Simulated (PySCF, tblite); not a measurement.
**C₅H₁₀F₃NSi: geometry, infrared bands and NMR shifts**

What infrared bands and NMR shifts should C₅H₁₀F₃NSi (`C=N[SiH2][C@@H](C)CC(F)(F)F`) show?

Programs: tblite 0.8.0 and PySCF 2.14.0, with density-fitted response routines of our own. Each step states its level of theory. These are calculated values for one molecule in the gas phase, unless marked as measured. Atoms are numbered from 0 throughout.

## (1) The molecule as given

20 atoms, charge 0, multiplicity 1; geometry from: force field or distance geometry start.

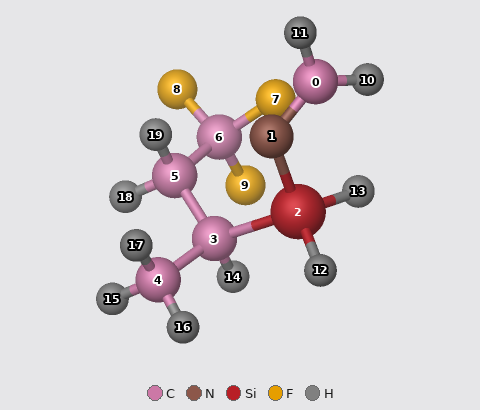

As it starts; carbon pink, nitrogen brown, silicon red, fluorine amber, hydrogen grey, atoms numbered.

## (2) Optimising the geometry with GFN2-xTB

The job: settings as JSON, then the geometry in Å.

```
{"job": {"kind": "relax", "xc": "GFN2-xTB", "basis": "xTB"}, "charge": 0, "multiplicity": 1}
C      2.921400     0.450400     0.471000
N      1.934400    -0.357500     0.676500
Si     1.028200    -0.852500    -0.703300
C     -0.799900    -0.659800    -0.185100
C     -1.257800    -1.839700     0.720000
C     -1.158400     0.664300     0.529300
C     -0.974800     1.915600    -0.319300
F      0.323600     2.172900    -0.593800
F     -1.461300     2.990500     0.332700
F     -1.646000     1.801000    -1.481100
H      3.197800     0.859700    -0.516800
H      3.521800     0.787000     1.326500
H      1.341000    -2.248400    -1.044800
H      1.325000     0.053500    -1.843100
H     -1.389200    -0.714900    -1.100500
H     -2.330600    -1.762400     0.942600
H     -1.088700    -2.799700     0.223500
H     -0.721400    -1.857100     1.668400
H     -2.207000     0.630000     0.845700
H     -0.563300     0.777700     1.459700
```

The run is started by

```console
$ OMP_NUM_THREADS=1 python probes_run.py task.json out
```

One launch serves the whole session: the jobs run in the order shown.

Log:

```text
step      E/eV     max force
  0    -942.77352    2.937
  1    -942.84614    2.657
  2    -942.90117    0.398
  3    -942.91767    0.340
  4    -942.92873    0.299
  5    -942.93699    0.307
  6    -942.95027    0.267
  7    -942.96410    0.277
  8    -942.97878    0.282
  9    -942.99133    0.244
 10    -943.00225    0.237
 11    -943.01141    0.270
 12    -943.01989    0.274
 13    -943.02740    0.211
 14    -943.03346    0.144
 15    -943.03858    0.162
 16    -943.04261    0.201
 17    -943.04527    0.177
 18    -943.04703    0.117
 19    -943.04857    0.087
 20    -943.05016    0.115
 21    -943.05157    0.102
 22    -943.05263    0.071
 23    -943.05354    0.087
 24    -943.05459    0.108
 25    -943.05574    0.101
 26    -943.05665    0.077
 27    -943.05719    0.062
 28    -943.05761    0.056
 29    -943.05810    0.055
 30    -943.05866    0.069
 31    -943.05924    0.060
 32    -943.05981    0.057
 33    -943.06044    0.060
 34    -943.06120    0.076
 35    -943.06201    0.072
 36    -943.06270    0.066
 37    -943.06327    0.059
 38    -943.06394    0.078
 39    -943.06489    0.120
 40    -943.06613    0.139
 41    -943.06740    0.114
 42    -943.06845    0.071
 43    -943.06925    0.062
 44    -943.06983    0.056
 45    -943.07031    0.051
 46    -943.07074    0.043
 47    -943.07111    0.052
 48    -943.07138    0.035
 49    -943.07158    0.031
 50    -943.07173    0.028
 51    -943.07189    0.029
 52    -943.07205    0.029
 53    -943.07223    0.028
 54    -943.07240    0.032
 55    -943.07258    0.032
 56    -943.07277    0.031
 57    -943.07299    0.035
 58    -943.07318    0.029
 59    -943.07335    0.027
 60    -943.07350    0.028
 61    -943.07364    0.028
 62    -943.07380    0.031
 63    -943.07397    0.030
 64    -943.07416    0.031
 65    -943.07435    0.030
 66    -943.07452    0.023
 67    -943.07463    0.022
 68    -943.07470    0.018
 69    -943.07475    0.013
 70    -943.07480    0.013
 71    -943.07485    0.015
 72    -943.07489    0.014
 73    -943.07492    0.015
 74    -943.07495    0.014
 75    -943.07499    0.015
 76    -943.07503    0.014
 77    -943.07506    0.011
 78    -943.07507    0.011
 79    -943.07509    0.009
```

Run time: 0.57 s. Hardware: 1 thread of Arm Neoverse V2, shared host; peak memory 0.18 GiB.

The steps of the relaxation: (not every step is listed)

```tsv
step	energy from step 0 (eV)	largest force (eV/Å)
0	0.0000	2.9372
1	-0.0726	2.6573
2	-0.1277	0.3978
3	-0.1442	0.3404
4	-0.1552	0.2991
5	-0.1635	0.3067
6	-0.1768	0.2674
7	-0.1906	0.2774
8	-0.2053	0.2819
14	-0.2599	0.1444
20	-0.2766	0.1150
26	-0.2831	0.0768
32	-0.2863	0.0570
38	-0.2904	0.0778
44	-0.2963	0.0557
50	-0.2982	0.0278
56	-0.2993	0.0308
62	-0.3003	0.0308
68	-0.3012	0.0181
74	-0.3014	0.0136
75	-0.3015	0.0152
76	-0.3015	0.0144
77	-0.3015	0.0108
78	-0.3016	0.0106
79	-0.3016	0.0095
```

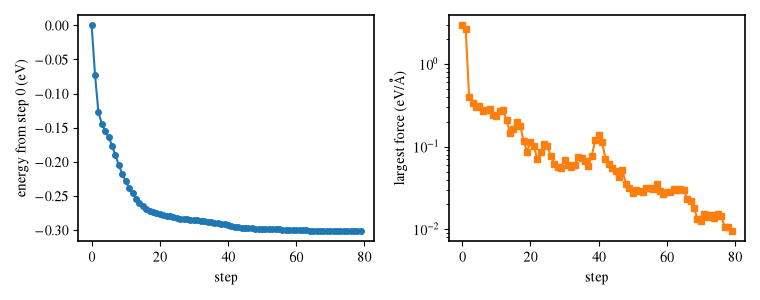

Energy and largest force along the relaxation.

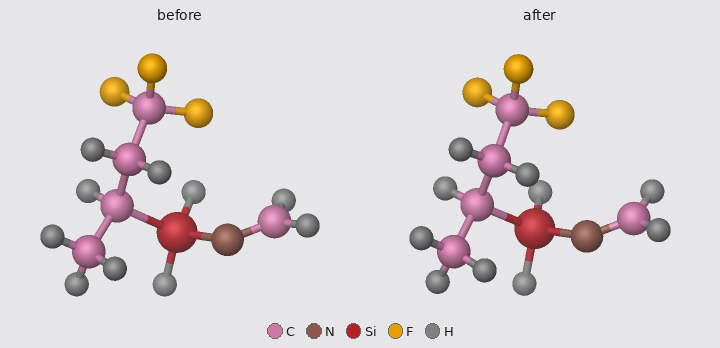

The geometry before (left) and after (right).

Close pairs (by a distance rule), those that changed most:

```tsv
bond	before (Å)	after (Å)	change (Å)
C0–N1	1.292	1.248	-0.044
C3–C4	1.556	1.526	-0.030
Si2–H13	1.486	1.465	-0.021
C5–H19	1.110	1.092	-0.018
C3–C5	1.547	1.529	-0.017
C5–C6	1.523	1.509	-0.014
C0–H10	1.104	1.092	-0.013
Si2–H12	1.471	1.461	-0.010
```

The end geometry stands in the next job.

## (3) Harmonic vibrations with GFN2-xTB

The job: settings as JSON, then the geometry in Å.

```
{"job": {"kind": "ir", "xc": "GFN2-xTB", "basis": "xTB"}, "charge": 0, "multiplicity": 1}
C      2.791903     0.513325     0.629339
N      1.904863    -0.346833     0.452201
Si     0.943037    -0.842484    -0.886001
C     -0.842635    -0.666490    -0.206515
C     -1.182525    -1.823121     0.728776
C     -1.070375     0.650308     0.537435
C     -0.912305     1.863254    -0.345925
F      0.361827     2.102266    -0.706820
F     -1.331686     2.986889     0.266384
F     -1.611709     1.779084    -1.487785
H      3.168444     1.187093    -0.142490
H      3.235577     0.621346     1.616931
H      1.274898    -2.258954    -1.016845
H      1.052938    -0.150517    -2.172528
H     -1.539774    -0.698868    -1.048384
H     -2.191655    -1.720447     1.127977
H     -1.122954    -2.767180     0.194239
H     -0.485461    -1.857119     1.562376
H     -2.085920     0.691436     0.943509
H     -0.361635     0.747689     1.362280
```

Log:

```text
mode    cm-1     km/mol
  1      24.5      0.17
  2      56.9      1.53
  3      76.2      4.10
  4     105.8      0.10
  5     135.9      1.94
  6     155.3     16.99
  7     222.5      0.46
  8     240.8      1.27
  9     247.6      3.12
 10     302.9      6.42
 11     339.4      0.95
 12     363.1     13.17
 13     395.5      1.60
 14     460.6      8.64
 15     478.8      6.80
 16     498.9     17.58
 17     545.0     79.86
 18     579.5     27.56
 19     603.5     46.69
 20     640.5     12.38
 21     716.7    163.41
 22     784.4    157.17
 23     803.0    226.74
 24     826.0     17.20
 25     899.9     58.43
 26     966.2     30.32
 27    1001.8     19.08
 28    1007.7     64.30
 29    1037.5    199.57
 30    1045.8    129.72
 31    1106.9     40.70
 32    1142.4     13.87
 33    1154.9     22.44
 34    1183.1    107.11
 35    1198.2    152.95
 36    1282.6     13.18
 37    1297.8     19.60
 38    1340.1     12.15
 39    1419.5      1.51
 40    1447.6      0.22
 41    1452.1      6.29
 42    1503.5      2.97
 43    1506.6      3.34
 44    1764.0    105.55
 45    2244.7    371.57
 46    2292.9    220.61
 47    2906.7     68.20
 48    2952.9     28.82
 49    2958.0     24.60
 50    2968.2     48.69
 51    2992.1     11.90
 52    3000.6     54.67
 53    3039.5     28.53
 54    3048.8     27.78
```

Wall time 0.76 s (1 thread of Arm Neoverse V2, shared host); peak memory 0.18 GiB.

Which atoms move in the most intense modes:

```tsv
cm⁻¹	km/mol	atoms
717	163.4	H12 38 %, H13 29 %, N1 15 %
784	157.2	Si2 35 %, N1 19 %, H13 16 %, H12 11 %
803	226.7	H13 40 %, H12 36 %, Si2 14 %
1038	199.6	C6 55 %, F8 15 %
1046	129.7	C6 24 %, H14 24 %
1198	152.9	C6 67 %
2245	371.6	H13 92 %
2293	220.6	H12 92 %
```

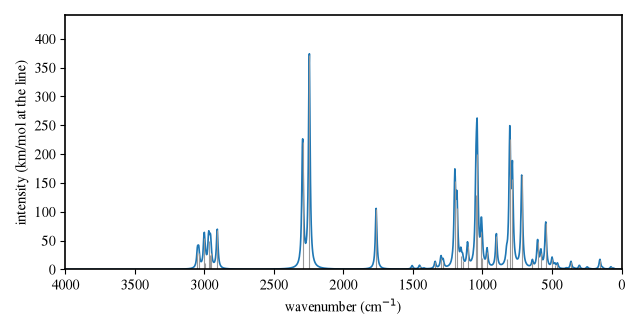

The infrared spectrum from these modes, unscaled. Lines are broadened to a width of 14 cm⁻¹ (Lorentzian).

## (4) Shielding tensors: PBE0/pcSseg-1

Settings changed since step 3:

```diff
@@ -1,2 +1,2 @@
-{"job": {"kind": "ir", "xc": "GFN2-xTB", "basis": "xTB"}, "charge": 0, "multiplicity": 1}
+{"job": {"kind": "nmr", "xc": "PBE0", "basis": "pcSseg-1"}, "charge": 0, "multiplicity": 1}
 C      2.791903     0.513325     0.629339
```

Method: GIAO PBE0/pcSseg-1 NMR shielding, non-relativistic, gas phase.

Log:

```text
coarse grid: 17576 points
cycle   1  E = -839.3215244105  dE =  1.285e+00  |g| = 9.560e-01  |ddm| = 3.916e+00
cycle   2  E = -839.1319834027  dE =  1.895e-01  |g| = 1.438e+00  |ddm| = 1.413e+00
cycle   3  E = -839.4848952098  dE = -3.529e-01  |g| = 1.357e-01  |ddm| = 9.318e-01
cycle   4  E = -839.4877015322  dE = -2.806e-03  |g| = 7.783e-02  |ddm| = 1.404e-01
cycle   5  E = -839.4889530071  dE = -1.251e-03  |g| = 1.513e-02  |ddm| = 6.075e-02
cycle   6  E = -839.4889956279  dE = -4.262e-05  |g| = 3.802e-03  |ddm| = 1.301e-02
cycle   7  E = -839.4889989335  dE = -3.306e-06  |g| = 6.310e-04  |ddm| = 4.097e-03
final grid: 167496 points
cycle   8  E = -839.5665685835  dE = -6.369e-05  |g| = 9.557e-03  |ddm| = 3.183e-02
cycle   9  E = -839.5665547912  dE =  1.379e-05  |g| = 1.276e-02  |ddm| = 1.840e-02
cycle  10  E = -839.5665893832  dE = -3.459e-05  |g| = 1.479e-03  |ddm| = 1.035e-02
cycle  11  E = -839.5665897754  dE = -3.922e-07  |g| = 5.707e-04  |ddm| = 1.256e-03
cycle  12  E = -839.5665898417  dE = -6.623e-08  |g| = 1.691e-04  |ddm| = 4.725e-04
cycle  13  E = -839.5665898467  dE = -5.070e-09  |g| = 3.738e-05  |ddm| = 1.547e-04
cycle  14  E = -839.5665898470  dE = -2.869e-10  |g| = 8.001e-06  |ddm| = 3.913e-05
converged SCF energy = -839.5665898470

GIAO shielding tensors (ppm)
atom      isotropic    diamagn.    paramagn.     s11        s22        s33       span
  0 C       10.406     252.245    -241.839    -85.659    -11.097    127.975    213.634
  1 N     -146.093     332.383    -478.477   -555.484   -178.942    296.145    851.629
  2 Si     378.195     882.319    -504.124    350.376    360.448    423.760     73.384
  3 C      170.908     253.805     -82.897    165.378    171.103    176.242     10.865
  4 C      166.299     246.307     -80.008    146.103    166.003    186.792     40.689
  5 C      145.678     253.093    -107.415    121.718    142.434    172.881     51.162
  6 C       50.249     243.622    -193.373     45.047     46.868     58.830     13.783
  7 F      251.486     478.751    -227.266    166.292    256.931    331.235    164.943
  8 F      246.997     471.056    -224.060    155.429    241.741    343.819    188.390
  9 F      256.084     474.983    -218.898    162.352    267.642    338.260    175.908
 10 H       22.935      29.809      -6.874     20.145     22.472     26.189      6.043
 11 H       22.887      28.777      -5.889     21.432     22.405     24.824      3.392
 12 H       26.769      30.424      -3.656     24.008     24.882     31.416      7.408
 13 H       26.588      30.902      -4.315     23.164     25.467     31.131      7.967
 14 H       30.530      33.606      -3.076     25.081     30.644     35.866     10.784
 15 H       30.605      29.614       0.991     25.710     28.546     37.561     11.851
 16 H       30.104      29.564       0.540     25.206     27.616     37.489     12.283
 17 H       30.076      30.373      -0.297     25.707     28.434     36.088     10.381
 18 H       29.635      31.273      -1.638     24.759     29.815     34.331      9.572
 19 H       29.683      33.547      -3.864     27.457     28.786     32.807      5.350
```

Run time: 53 s. Hardware: 1 thread of Arm Neoverse V2, shared host; peak memory 1.1 GiB.

The references, computed at this level on geometries of the same kind, shield at (ppm): ¹H TMS 31.72, ¹³C TMS 186.9, ²⁹Si TMS 349.2, ¹⁹F CFCl3 170.9, ¹⁵N NH3 267.7. Their shielding less the atom's gives the shift. The references are single molecules in the gas phase, so shifts against H2O, NH3, PH3, H3PO4 or CFCl3 are not on the usual liquid scales and can be off by tens of ppm. Atoms listed in one row are averaged.

```tsv
atoms	environment	σ (ppm)	δ (ppm)	δ scaled to CDCl3
C0	C=N carbon	10.4	176.5	170.4
C6	CF3 carbon	50.2	136.7	131.5
C5	sp3 CH2	145.7	41.2	38.3
C4	methyl carbon	166.3	20.6	18.2
C3	sp3 CH bonded to Si	170.9	16.0	13.7
H11	hydrogen on a C=N carbon	22.89	8.83	8.43
H10	hydrogen on a C=N carbon	22.94	8.78	8.38
H13	hydrogen on a silicon bonded to C, N	26.59	5.13	–
H12	hydrogen on a silicon bonded to C, N	26.77	4.95	–
H18	hydrogen on an sp3 CH2	29.64	2.08	2.07
H19	hydrogen on an sp3 CH2	29.68	2.03	2.02
H15, H16, H17	hydrogen on a methyl carbon	30.26	1.46	1.48
H14	hydrogen on an sp3 CH bonded to Si	30.53	1.19	1.22
N1	imine nitrogen	-146.1	413.8	–
Si2	silicon bonded to C, N, 2 H	378.2	-29.0	–
F7, F8, F9	fluorine of a CF3 group	251.5	-80.6	–
```

The scaled column applies a straight-line fit of computed shieldings to shifts measured in CDCl3, and one for carbons that bear F (root-mean-square error 0.16 ppm for H, 1.9 ppm for C).

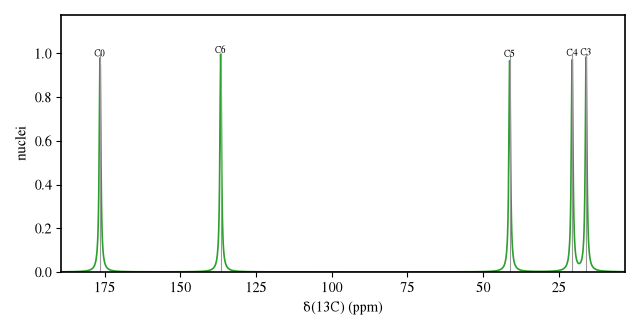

¹³C lines at the computed shifts, without couplings. Lines are broadened to a width of 0.64 ppm (Lorentzian).

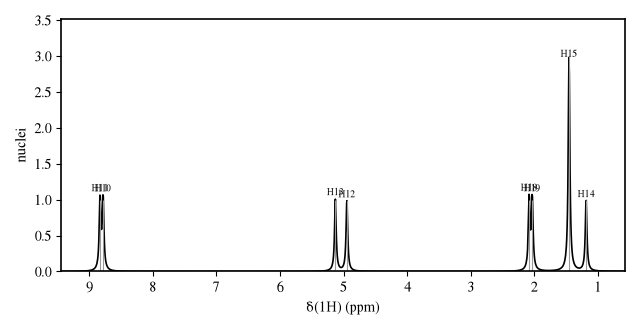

¹H lines at the computed shifts, without couplings. Lines are broadened to a width of 0.03 ppm (Lorentzian).

Charges from the same density, by scheme (e):

```tsv
atoms	Mulliken	IAO	Hirshfeld	ESP fit
C0	0.07	-0.07	0.03	0.20
N1	-0.58	-0.52	-0.22	-0.51
Si2	0.79	0.86	0.35	0.56
C3	-0.62	-0.37	-0.11	-0.03
C4	-0.21	-0.41	-0.12	-0.31
C5	-0.26	-0.30	-0.09	-0.40
C6	0.80	0.80	0.26	0.58
F7, F8, F9	-0.28	-0.29	-0.09	-0.20
```

ESP fit charges:

C0 0.20; N1 -0.51; Si2 0.56; C3 -0.03; C4 -0.31; C5 -0.40; C6 0.58; F7 -0.19; F8 -0.21; F9 -0.20; H10 0.06; H11 0.05; H12 -0.11; H13 -0.14; H14 0.07; H15 0.10; H16 0.09; H17 0.08; H18 0.17; H19 0.16

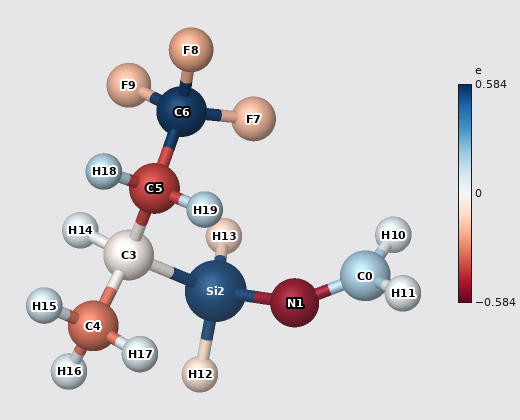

ESP fit charges, as colours on the atoms.

Mayer bond orders: C0–N1 1.96, N1–Si2 0.95, Si2–C3 0.85, C3–C4 1.04, C3–C5 1.00, C5–C6 1.04, C6–F7 0.96, C6–F8 1.00, C6–F9 0.99.

## (5) Outcome

| quantity | value |
| --- | --- |
| strongest single infrared mode (GFN2-xTB) | 2245 cm⁻¹, 372 km/mol |
| zero-point energy (GFN2-xTB) | 89.7 kcal/mol |
| ¹³C shifts against TMS (PBE0/pcSseg-1) | 176.5, 136.7, 41.2, 20.6, 16.0 ppm |
| ¹H shifts against TMS (PBE0/pcSseg-1, means over atoms taken as alike) | 8.83, 8.78, 5.13, 4.95, 2.08, 2.03, 1.46, 1.19 ppm |
| ¹⁵N shifts against NH3 (PBE0/pcSseg-1) | 413.8 ppm |
| ²⁹Si shifts against TMS (PBE0/pcSseg-1) | -29.0 ppm |
| ¹⁹F shifts against CFCl3 (PBE0/pcSseg-1, means over atoms taken as alike) | -80.6 ppm |

The optimisation took 79 steps and gained 0.302 eV; among the close pairs (by a distance rule), C0–N1 changed most, from 1.292 to 1.248 Å. No mode is imaginary among the 54: a minimum at this level. The strongest single mode, at 2245 cm⁻¹, moves mainly H13. GFN2-xTB is a fitted tight-binding method: band positions and strengths are rough. Its intensities can rank the bands wrongly. At PBE0/pcSseg-1: The largest span, 852 ppm, is at N1, where the paramagnetic term is -478 ppm.
